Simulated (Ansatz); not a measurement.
Cost and result by functional for the adsorption energy of F on the 1x1 (100) surface of rock-salt MgO (cut with top plane Mg + O), one in a 2x2 cell, started at the site 'hollow Mg-Mg-O-O', in Ansatz (plane waves, PAW). Single points on the PBE structure, on one kind of machine; costs are rough ratios of the slab run's core time (references not counted) to the cheapest single point. r2SCAN's cost holds its higher cutoff (500 against 420 eV). Differences are taken against r2SCAN for comparison alone: no measured value is at hand, so the table doesn't rank accuracy. The points keep PBE's geometry, so the relaxation of a polaron and the settling of charge on one site are left out.

Host crystal: rock-salt MgO, with a band gap (PBE, scalar-relativistic without spin-orbit coupling).

Set-up: 33 atoms, 6.4 Å thick at the start under the adsorbate (thin: gaps and levels are the slab's own); mesh 3x3x1; 0.01 eV smearing; dipole correction on; 16 atoms held, the rest relaxed; held to the start's symmetry, so lower structures may exist; spin-polarised, ending with about 1.0 μB a cell; orders that need a larger cell were not tried, no spin-orbit, no U, no dispersion correction. At the end it is bonded to 2 Mg. In PBE this state lies 0.03 eV over the lowest of the starts that converged ('bridge Mg-O (span 2.1 Å)'). These notes are the PBE run's. RPBE: The program's check for a lower electronic state was not made. r2SCAN: The program's check for a lower electronic state was not made. Adsorption energies are against ½ F2(g). A negative adsorption energy means that the adsorbate is more stable on the surface than in its reference.

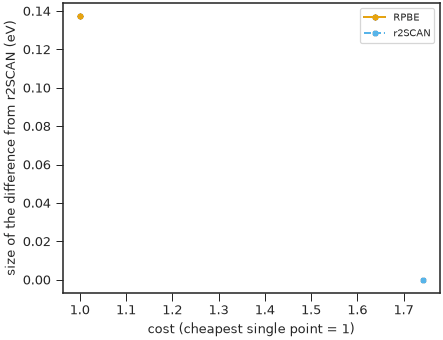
Figure. Difference from r2SCAN against cost

| functional | relative cost | adsorption energy (eV) | less r2SCAN (eV) |
|---|---|---|---|
| RPBE | 1 | -0.91 | 0.14 |
| r2SCAN | 2 | -1.04 | 0.00 |
| PBE (the relaxed run's value) | – | -0.99 | 0.05 |

The values span 0.14 eV, while the single points' costs differ by a factor of roughly 2. Differences are of unrounded values.

Ansatz is a program for electronic structure.
